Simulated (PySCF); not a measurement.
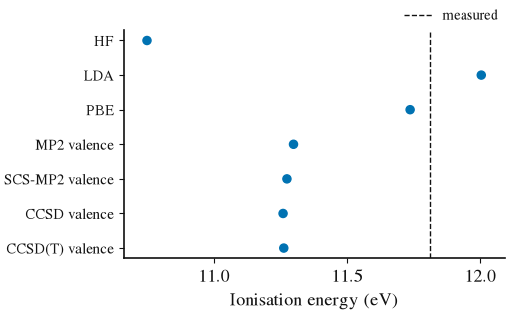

The ionisation energy of an atom or ion with 35 electrons in the configuration [Ar] 3d¹⁰ 4s² 4p⁵ by several methods. PySCF, cc-pVDZ-PP with a 10-electron core potential, unrestricted single determinants, no spin-orbit coupling. Methods marked “valence” freeze 18 core electrons.

> Name the element and charge.

Br I (neutral bromine). The values run from 10.75 eV (HF) to 12.00 eV (LDA). The measured value is 11.81 eV; nearest to it come PBE (−0.08) and LDA (+0.19), furthest HF (−1.06 eV).

Known limits: spin-orbit shift not estimated.
